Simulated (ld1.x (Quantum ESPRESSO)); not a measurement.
# A PAW potential for Ti, from input to tests

Aim: build the potential from the settings below, then test how well it stands in for the atom: other configurations, scattering, ghost states and the plane-wave cutoff that it needs.

The numbers are computed with ld1.x (Quantum ESPRESSO) 7.5 (Wu–Cohen, scalar-relativistic, spin-unpolarised reference atom).

## (1) The atom and the settings

The settings as typed:

- element: titanium (Ti, Z = 22)
- type: PAW
- frozen core: [Ne]
- valence charge: 12
- reference configuration: 3s2 3p6 3d2 4s2 4p0
- partial waves: 3s (bound): rcut 1.50, rcutus 1.60 bohr; 4s (bound): rcut 1.50, rcutus 1.60 bohr; 3p (bound): rcut 1.60, rcutus 1.90 bohr; 4p (bound, empty): rcut 1.60, rcutus 1.90 bohr; 3d (bound): rcut 2.20, rcutus 2.70 bohr; 3d channel at 0.2 Ry: rcut 2.20, rcutus 2.70 bohr
- local potential: all-electron potential smoothed inside 1.45 bohr (lloc = -2)
- core correction: Bessel-smoothed model core, default radius (core density twice the valence density)
- augmentation charge: PSQ, inside the norm-conserving radii

## (2) Generating the potential

Input file Ti.in:

```
 &input
   title='Ti', zed=22., rel=1, dft='WC', iswitch=3,
   config='[Ar] 3d2 4s2 4p0',
   nld=3, rlderiv=2.95, eminld=-7.0, emaxld=5.0, deld=0.02
 /
 &inputp
   pseudotype=3, lpaw=.true., tm=.true., lloc=-2, rcloc=1.45,
   nlcc=.true., new_core_ps=.true.,
   which_augfun='PSQ', rmatch_augfun_nc=.true.,
   file_pseudopw='Ti.UPF', file_wfcaegen='ae.wfc', file_wfcncgen='nc.wfc', file_beta='beta', file_chi='chi', file_wfcusgen='us.wfc'
 /
6
3S  1  0   2.00   0.00  1.50  1.60  0.0
4S  2  0   2.00   0.00  1.50  1.60  0.0
3P  2  1   6.00   0.00  1.60  1.90  0.0
4P  3  1   0.00   0.00  1.60  1.90  0.0
3D  3  2   2.00   0.00  2.20  2.70  0.0
3D  3  2   0.00   0.20  2.20  2.70  0.0
 &test
   configts(1)='3s2 3p6 3d2 4s2 4p0'
 /
```

Command:

```sh
$ ld1.x < Ti.in > Ti.out
```

What the program wrote to Ti.out (without the banner and most projector matrices):

```text
     Program LD1 v.7.5
     --------------------------- All-electron run ----------------------------

     Ti
     scalar relativistic calculation

     atomic number is 22.00
     dft =WC   lsd =0 sic =0 latt =0  beta=0.20 tr2=1.0E-14
     Exchange-correlation= WC
                           (   1   4  11   4   0   0   0)
     mesh =1177 r(mesh) = 100.37945 a.u. xmin = -7.00 dx = 0.01250
     1 Ry =  13.60569312 eV, c = 137.03599908

     n l     nl                  e(Ry)          e(Ha)          e(eV)
     1 0     1S 1( 2.00)      -357.7205      -178.8602     -4867.0348
     2 0     2S 1( 2.00)       -39.4364       -19.7182      -536.5592
     2 1     2P 1( 6.00)       -32.6533       -16.3267      -444.2714
     3 0     3S 1( 2.00)        -4.5915        -2.2957       -62.4702
     3 1     3P 1( 6.00)        -2.8516        -1.4258       -38.7974
     3 2     3D 1( 2.00)        -0.3148        -0.1574        -4.2826
     4 0     4S 1( 2.00)        -0.3297        -0.1649        -4.4860
     4 1     4P 1( 0.00)        -0.1057        -0.0529        -1.4388

     final scf error:  7.2E-15 reached in  25 iterations

     Etot =   -1706.411004 Ry,    -853.205502 Ha,  -23216.904456 eV

     Ekin =    1720.759273 Ry,     860.379637 Ha,   23412.122610 eV
     Encl =   -4057.858249 Ry,   -2028.929124 Ha,  -55209.974071 eV
     Eh   =     713.798491 Ry,     356.899245 Ha,    9711.723214 eV
     Exc  =     -83.110518 Ry,     -41.555259 Ha,   -1130.776209 eV

     normalization and overlap integrals

     s(1S/1S) =  1.000000  <r> =   0.0696  <r2> =    0.0065  r(max) =   0.0455
     s(2S/2S) =  1.000000  <r> =   0.3252  <r2> =    0.1251  r(max) =   0.2682
     s(2P/2P) =  1.000000  <r> =   0.2900  <r2> =    0.1038  r(max) =   0.2196
     s(3S/3S) =  1.000000  <r> =   1.0074  <r2> =    1.1716  r(max) =   0.8685
     s(3P/3P) =  1.000000  <r> =   1.0863  <r2> =    1.3922  r(max) =   0.9016
     s(3D/3D) =  1.000000  <r> =   1.6160  <r2> =    3.5627  r(max) =   0.9841
     s(4S/4S) =  1.000000  <r> =   3.4895  <r2> =   14.0312  r(max) =   2.9196
     s(4P/4P) =  1.000000  <r> =   4.8059  <r2> =   27.3166  r(max) =   3.7960

     ------------------------ End of All-electron run ------------------------

     --------------------- Generating PAW atomic setup --------------------

      Generating local potential from pseudized AE potential:
      Matching radius rcloc =   1.4500
      Enforcing V''(0)=0 (lloc=-2)

      Local pseudo, rcloc= 1.468 Estimated cut-off energy=    14.47 Ry

      Computing core charge for nlcc:

       r > 0.52 : true rho core
      Core charge pseudized with two Bessel functions
      Integrated core pseudo-charge :   6.26
      Wfc-us  3S rcutus= 1.582  Estimated cut-off energy=    21.34 Ry
      Wfc-us  4S rcutus= 1.582  Estimated cut-off energy=    43.03 Ry
      Wfc-us  3P rcutus= 1.885  Estimated cut-off energy=    23.90 Ry
      Wfc-us  4P rcutus= 1.885  Estimated cut-off energy=    45.11 Ry
      Wfc-us  3D rcutus= 2.675  Estimated cut-off energy=    16.34 Ry
      Wfc-us  3D rcutus= 2.675  Estimated cut-off energy=    28.79 Ry

     Required augmentation: PSQ   radius:    2.700000

     Q pseudized with Bessel functions
     Expected ecutrho=     167.7518 due to l1=  1   l2=  2

     Estimated PAW energy = -182.468094 Ryd

     The PAW screened D coefficients
     0.95704     0.61198     0.00000     0.00000     0.00000     0.00000
     0.61198     0.13346     0.00000     0.00000     0.00000     0.00000
     0.00000     0.00000    -2.03917    -0.17440     0.00000     0.00000
     0.00000     0.00000    -0.17440    -0.33568     0.00000     0.00000
     0.00000     0.00000     0.00000     0.00000    -0.49874    -0.26406
     0.00000     0.00000     0.00000     0.00000    -0.26406    -0.59033

     The PAW descreened D coefficients (US)
    -1.41033    -0.79219     0.00000     0.00000     0.00000     0.00000
    -0.79219    -0.51619     0.00000     0.00000     0.00000     0.00000
     0.00000     0.00000     0.55865    -0.58455     0.00000     0.00000
     0.00000     0.00000    -0.58455    -0.98887     0.00000     0.00000
     0.00000     0.00000     0.00000     0.00000     2.65048     1.55711
     0.00000     0.00000     0.00000     0.00000     1.55711     0.48415

     ------------------- End of pseudopotential generation -------------------

     [... the all-electron block is printed once more ...]


     Computing logarithmic derivative in   2.93799
     Computing logarithmic derivative in   2.93799
     Computing the partial wave expansion
     R is outside the sphere for l=    0 j= 0.00
     R is outside the sphere for l=    0 j= 0.00
     R is outside the sphere for l=    1 j= 0.00
     R is outside the sphere for l=    1 j= 0.00
     R is outside the sphere for l=    2 j= 0.00
     R is outside the sphere for l=    2 j= 0.00

     ---------------------- Testing the pseudopotential ----------------------

     Ti
     scalar relativistic calculation

     atomic number is 22.00   valence charge is 12.00
     dft = SLA  PW   WCX  PBC   lsd =0 sic =0 latt =0  beta=0.20 tr2=1.0E-14
     mesh =1177 r(mesh) = 100.37945 xmin = -7.00 dx = 0.01250

     n l     nl             e AE (Ry)        e PS (Ry)    De AE-PS (Ry)
     1 0     3S   1( 2.00)       -4.59148       -4.59144       -0.00004
     2 1     3P   1( 6.00)       -2.85156       -2.85153       -0.00003
     3 2     3D   1( 2.00)       -0.31477       -0.31475       -0.00002
     2 0     4S   1( 2.00)       -0.32972       -0.32971       -0.00001
     3 1     4P   1( 0.00)       -0.10575       -0.10575       -0.00000

     eps = 2.5E-16  iter =  6

     Etot =   -1706.411004 Ry,    -853.205502 Ha,  -23216.904456 eV
     Etotps =  -182.468081 Ry,     -91.234040 Ha,   -2482.604713 eV

     Ekin =     137.422007 Ry,      68.711003 Ha,    1869.721655 eV
     Encl =    -329.842540 Ry,    -164.921270 Ha,   -4487.736376 eV
     Ehrt =      93.063081 Ry,      46.531541 Ha,    1266.187725 eV
     Ecxc =     -83.110629 Ry,     -41.555315 Ha,   -1130.777717 eV
     (Ecc =     -23.827677 Ry,     -11.913838 Ha,    -324.192059 eV)

     ---------------------- End of pseudopotential test ----------------------
```

Run time: 3.4 s. Hardware: 1 thread, shared host. This counts the later configuration tests of the new file too.

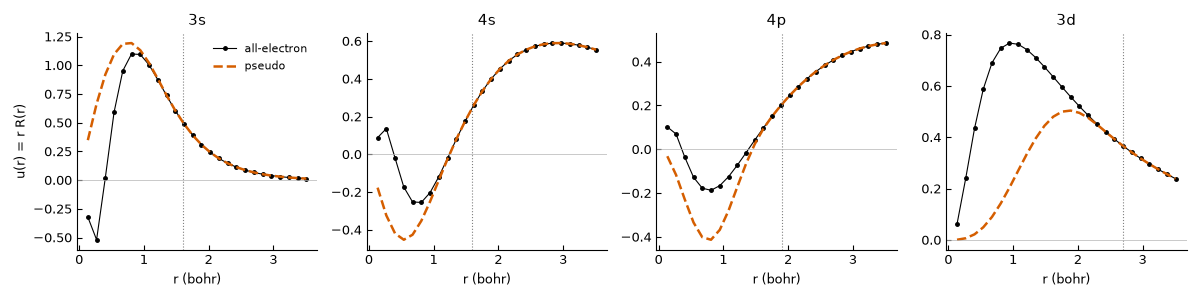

Bound waves of the atom and their pseudo partners (3s, 4s, 4p, 3d), with the matching radii dotted. The curves join 26 sampled radii, too few to resolve the innermost nodes.

## (3) Transferability test

Input file Ti.test.in:

```
 &input
   title='Ti', zed=22., rel=1, dft='WC', iswitch=2,
   config='[Ar] 3d2 4s2 4p0'
 /
 &test
   file_pseudo='Ti.UPF', nconf=8,
   configts(1)='3s2 3p6 3d2 4s2 4p0',
   configts(2)='3s2 3p6 3d2 4s1 4p0',
   configts(3)='3s2 3p6 3d2 4s0 4p0',
   configts(4)='3s2 3p6 3d1 4s0 4p0',
   configts(5)='3s2 3p6 3d0 4s0 4p0',
   configts(6)='3s2 3p6 3d2 4s0 4p1',
   configts(7)='3s2 3p6 3d2 4s1.5 4p0',
   configts(8)='3s2 3p5 3d2 4s2 4p0'
 /
```

Command:

```sh
$ ld1.x < Ti.test.in > Ti.test.out
```

Ti.test.out, the pseudopotential blocks, each with the warnings that came before it:

```text
     ---------------------- Testing the pseudopotential ----------------------

     Ti
     scalar relativistic calculation

     atomic number is 22.00   valence charge is 12.00
     dft =SLA  PW   WCX  PBC   lsd =0 sic =0 latt =0  beta=0.20 tr2=1.0E-14
     mesh =1177 r(mesh) = 100.37945 xmin = -7.00 dx = 0.01250

     n l     nl             e AE (Ry)        e PS (Ry)    De AE-PS (Ry)
     1 0     3S   1( 2.00)       -4.59148       -4.59144       -0.00004
     2 1     3P   1( 6.00)       -2.85156       -2.85153       -0.00003
     3 2     3D   1( 2.00)       -0.31477       -0.31475       -0.00002
     2 0     4S   1( 2.00)       -0.32972       -0.32971       -0.00001
     3 1     4P   1( 0.00)       -0.10575       -0.10575       -0.00000

     eps = 2.6E-16  iter =  6

     Etot =   -1706.411004 Ry,    -853.205502 Ha,  -23216.904456 eV
     Etotps =  -182.468081 Ry,     -91.234040 Ha,   -2482.604713 eV

     Ekin =     137.422007 Ry,      68.711003 Ha,    1869.721655 eV
     Encl =    -329.842540 Ry,    -164.921270 Ha,   -4487.736376 eV
     Ehrt =      93.063081 Ry,      46.531541 Ha,    1266.187725 eV
     Ecxc =     -83.110629 Ry,     -41.555315 Ha,   -1130.777717 eV
     (Ecc =     -23.827677 Ry,     -11.913838 Ha,    -324.192059 eV)

     ---------------------- End of pseudopotential test ----------------------

     ---------------------- Testing the pseudopotential ----------------------

     Ti
     [...]
     n l     nl             e AE (Ry)        e PS (Ry)    De AE-PS (Ry)
     1 0     3S   1( 2.00)       -5.12851       -5.12797       -0.00055
     2 1     3P   1( 6.00)       -3.38904       -3.38856       -0.00048
     3 2     3D   1( 2.00)       -0.83798       -0.83763       -0.00035
     2 0     4S   1( 1.00)       -0.75966       -0.75967        0.00002
     3 1     4P   1( 0.00)       -0.48174       -0.48175        0.00001

     eps = 8.1E-15  iter = 14

     Etot =   -1705.869685 Ry,    -852.934843 Ha,  -23209.539443 eV
     Etotps =  -181.926716 Ry,     -90.963358 Ha,   -2475.239065 eV
     dEtot_ae =       0.541318 Ry
     dEtot_ps =       0.541365 Ry,   Delta E=      -0.000047 Ry

     [...]
     ---------------------- End of pseudopotential test ----------------------

     ---------------------- Testing the pseudopotential ----------------------

     Ti
     [...]
     n l     nl             e AE (Ry)        e PS (Ry)    De AE-PS (Ry)
     1 0     3S   1( 2.00)       -5.76017       -5.75913       -0.00104
     2 1     3P   1( 6.00)       -4.01944       -4.01851       -0.00093
     3 2     3D   1( 2.00)       -1.44357       -1.44281       -0.00076
     2 0     4S   1( 0.00)       -1.22416       -1.22422        0.00006
     3 1     4P   1( 0.00)       -0.89776       -0.89775       -0.00000

     eps = 8.4E-15  iter =  9

     Etot =   -1704.883998 Ry,    -852.441999 Ha,  -23196.128490 eV
     Etotps =  -180.940923 Ry,     -90.470461 Ha,   -2461.826670 eV
     dEtot_ae =       1.527005 Ry
     dEtot_ps =       1.527158 Ry,   Delta E=      -0.000153 Ry

     [...]
     ---------------------- End of pseudopotential test ----------------------

     Warning: n=2, l=1 expected 0 nodes, found 1
     Warning: n=3, l=2 expected 0 nodes, found 1
     ---------------------- Testing the pseudopotential ----------------------

     Ti
     [...]
     n l     nl             e AE (Ry)        e PS (Ry)    De AE-PS (Ry)
     1 0     3S   1( 2.00)       -6.97535       -6.98162        0.00627  !
     2 1     3P   1( 6.00)       -5.20965       -5.21547        0.00581  !
     3 2     3D   1( 1.00)       -2.54995       -2.55337        0.00342
     2 0     4S   1( 0.00)       -1.92783       -1.92942        0.00158
     3 1     4P   1( 0.00)       -1.52369       -1.52532        0.00163

     eps = 6.9E-16  iter = 26

     Etot =   -1702.904603 Ry,    -851.452302 Ha,  -23169.197453 eV
     Etotps =  -178.960037 Ry,     -89.480018 Ha,   -2434.875341 eV
     dEtot_ae =       3.506400 Ry
     dEtot_ps =       3.508044 Ry,   Delta E=      -0.001644 Ry

     [...]
     ---------------------- End of pseudopotential test ----------------------

     ---------------------- Testing the pseudopotential ----------------------

     Ti
     [...]
     n l     nl             e AE (Ry)        e PS (Ry)    De AE-PS (Ry)
     1 0     3S   1( 2.00)       -8.36504       -8.36616        0.00112
     2 1     3P   1( 6.00)       -6.57020       -6.57145        0.00125
     3 2     3D   1( 0.00)       -3.84405       -3.83428       -0.00977  !
     2 0     4S   1( 0.00)       -2.72328       -2.72701        0.00373
     3 1     4P   1( 0.00)       -2.24858       -2.25727        0.00869  !

     eps = 1.9E-15  iter = 16

     Etot =   -1699.721751 Ry,    -849.860876 Ha,  -23125.892539 eV
     Etotps =  -175.777699 Ry,     -87.888850 Ha,   -2391.577433 eV
     dEtot_ae =       6.689252 Ry
     dEtot_ps =       6.690382 Ry,   Delta E=      -0.001129 Ry

     [...]
     ---------------------- End of pseudopotential test ----------------------

     ---------------------- Testing the pseudopotential ----------------------

     Ti
     [...]
     n l     nl             e AE (Ry)        e PS (Ry)    De AE-PS (Ry)
     1 0     3S   1( 2.00)       -5.21929       -5.21815       -0.00114
     2 1     3P   1( 6.00)       -3.47908       -3.47811       -0.00097
     3 2     3D   1( 2.00)       -0.91779       -0.91716       -0.00063
     2 0     4S   1( 0.00)       -0.80558       -0.80562        0.00004
     3 1     4P   1( 1.00)       -0.52795       -0.52801        0.00006

     eps = 3.2E-15  iter = 12

     Etot =   -1705.591479 Ry,    -852.795739 Ha,  -23205.754251 eV
     Etotps =  -181.648512 Ry,     -90.824256 Ha,   -2471.453914 eV
     dEtot_ae =       0.819525 Ry
     dEtot_ps =       0.819569 Ry,   Delta E=      -0.000044 Ry

     [...]
     ---------------------- End of pseudopotential test ----------------------

     ---------------------- Testing the pseudopotential ----------------------

     Ti
     [...]
     n l     nl             e AE (Ry)        e PS (Ry)    De AE-PS (Ry)
     1 0     3S   1( 2.00)       -4.84708       -4.84680       -0.00028
     2 1     3P   1( 6.00)       -3.10748       -3.10724       -0.00024
     3 2     3D   1( 2.00)       -0.56484       -0.56468       -0.00017
     2 0     4S   1( 1.50)       -0.53967       -0.53968        0.00000
     3 1     4P   1( 0.00)       -0.28735       -0.28735        0.00000

     eps = 8.2E-15  iter = 11

     Etot =   -1706.194247 Ry,    -853.097123 Ha,  -23213.955328 eV
     Etotps =  -182.251311 Ry,     -91.125655 Ha,   -2479.655403 eV
     dEtot_ae =       0.216757 Ry
     dEtot_ps =       0.216770 Ry,   Delta E=      -0.000013 Ry

     [...]
     ---------------------- End of pseudopotential test ----------------------

     BEWARE! Errors in PS-KS equations
     Warning: n=1, l=0 expected 0 nodes, found 1
     Warning: n=2, l=0 expected 1 nodes, found 2
     Warning: n=3, l=1 expected 1 nodes, found 3
     ---------------------- Testing the pseudopotential ----------------------

     Ti
     [...]
     n l     nl             e AE (Ry)        e PS (Ry)    De AE-PS (Ry)
     1 0     3S   1( 2.00)       -5.64133       -8.81304        3.17170  !
     2 1     3P   1( 5.00)       -3.87867       -3.87867        0.00000
     3 2     3D   1( 2.00)       -1.24298       -1.37095        0.12797  !
     2 0     4S   1( 2.00)       -0.89423       -0.35835       -0.53588  !
     3 1     4P   1( 0.00)       -0.57565       -0.57565        0.00000

     eps = 1.1E-15  iter = 20

     Etot =   -1703.066543 Ry,    -851.533272 Ha,  -23171.400753 eV
     Etotps =  -106.164700 Ry,     -53.082350 Ha,   -1444.444328 eV
     dEtot_ae =       3.344460 Ry
     dEtot_ps =      76.303381 Ry,   Delta E=     -72.958920 Ry

     [...]
     ---------------------- End of pseudopotential test ----------------------
```

1 test gave no usable energy difference (3s2 3p5 3d2 4s2 4p0).

Excitation and ionisation energies from 3s2 3p6 3d2 4s2 4p0, with the error of the potential. A star marks tests that logged a warning.

```csv
valence configuration,charge,ΔE all-electron (eV),error AE − PS (meV)
3s2 3p6 3d2 4s1 4p0,+1,7.365,-0.6
3s2 3p6 3d2 4s0 4p0,+2,20.776,-2.1
3s2 3p6 3d1 4s0 4p0 *,+3,47.707,-22
3s2 3p6 3d0 4s0 4p0,+4,91.012,-15
3s2 3p6 3d2 4s0 4p1,+1,11.150,-0.6
3s2 3p6 3d2 4s1.5 4p0,+0.5,2.949,-0.2
```

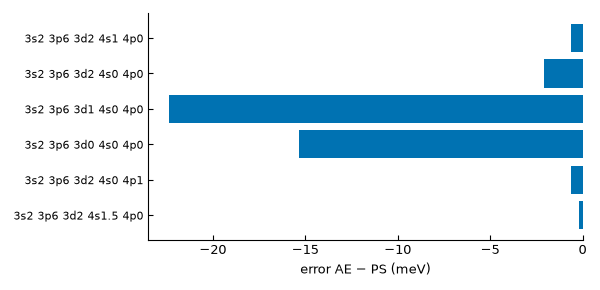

Error of the potential in each test configuration.

## (4) Does it scatter like the atom?

Taken from the files of the generation run. The phase is arctan(r·u′/u) with u = r·R, unwrapped, with energies in Ry. A pole is an energy at which the radial function vanishes at the test radius. The pseudo phase is shifted by a multiple of π to meet the all-electron one at the reference energy. Levels narrower than the energy grid can be missing from the poles. n/a: a narrow level or a reset projector energy made the automatic matching unsafe. The last column is the largest difference on the grid between −1 and +1 Ry.

```tsv
channel	radius (bohr)	reference (Ry)	poles AE	poles PS	window around the reference with phases within 0.05 rad (Ry)	largest difference near zero (rad)
s	2.94	-0.33	1.41	1.41	n/a	n/a
p	2.94	-0.11	-2.83, 2.21	-2.83, 2.19	below 4.2	0.001
d	2.94	-0.31	-0.14, 3.52	-0.14, 2.93	below 1.1	0.006
```

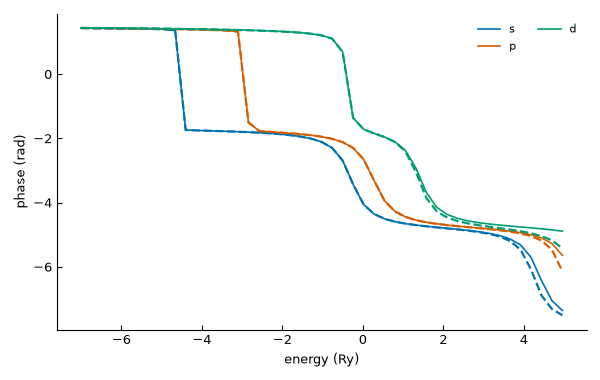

Phases by channel: all-electron solid, pseudo dashed.

## (5) Cutoff and ghost test in a Bessel basis

This step uses the generator's waves and projectors in a separate script. Basis: spherical Bessel functions vanishing at 20 bohr, q² up to the cutoff; potential fixed at the reference.

All-electron valence levels (Ry): 3s -4.5915, 4s -0.3297, 3p -2.8516, 4p -0.1057, 3d -0.3148. The lowest levels of each channel (Ry) by cutoff; the last column sums, over occupied levels, occupation times the distance from the level at 400 Ry. A positive value at high cutoff is not a bound level.

```
cutoff (Ry)     s #1     s #2     p #1     p #2     d #1    f #1  Σ f·Δε (mRy)
          8  -4.3986  -0.2836  -2.6078  -0.0657  -0.2983  0.1049        1973.5
         12  -4.5438  -0.3054  -2.7933  -0.0767  -0.3134  0.1049         496.4
         15  -4.5707  -0.3120  -2.8352  -0.0815  -0.3145  0.1049         176.2
         21  -4.5901  -0.3227  -2.8496  -0.0877  -0.3147  0.1049          28.5
         25  -4.5910  -0.3255  -2.8511  -0.0942  -0.3147  0.1049          12.4
         30  -4.5911  -0.3281  -2.8511  -0.1014  -0.3147  0.1049           6.5
         35  -4.5912  -0.3293  -2.8514  -0.1050  -0.3148  0.1049           2.6
         40  -4.5914  -0.3296  -2.8515  -0.1054  -0.3148  0.1049           0.9
         50  -4.5915  -0.3297  -2.8515  -0.1055  -0.3148  0.1049           0.5
        400  -4.5915  -0.3297  -2.8516  -0.1057  -0.3148  0.1049           0.0
```

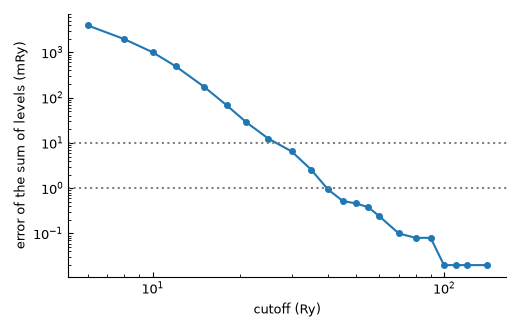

Occupation-weighted error of the valence levels against the cutoff; the dotted lines mark 10 and 1 mRy.

The sum stays within 10 mRy from 30 Ry and within 1 mRy from 40 Ry. The sum leaves out empty levels, which can need more. Ghost test: no level below the all-electron spectrum of its channel (s, p, d, f tested).

## (6) Results

| quantity | value |
| --- | --- |
| cutoffs for 10 and 1 mRy, occupied levels | 30 Ry and 40 Ry |
| bound ghosts | none found |
| largest test error (AE − PS) | -22 meV, for 3s2 3p6 3d1 4s0 4p0 (one of 2 tests with a warning) (1 test unsolved) |
| largest phase difference near zero energy, channels read | 0.006 rad |
| lowest eigenvalue of the overlap (Bessel basis) | 0.111 (p) |
| density cutoff estimated by the generator | 168 Ry |

By total energies transferability is good where solved: the largest error is 22 meV on 47.7 eV, for 3s2 3p6 3d1 4s0 4p0. Of the tests 1 gave no usable energy difference, which is a warning in itself. It counts as soft on the atom at that tolerance, with 30 Ry needed at the looser tolerance. The slowest occupied level is 4s: taken alone it needs 35 Ry to come within 1 mRy, against 25 Ry for 3s. The Bessel-basis test finds no level below the valence levels. Near zero energy the phases of the channels with partial waves that could be evaluated agree within 0.006 rad. All of this concerns the isolated atom, not yet a solid.
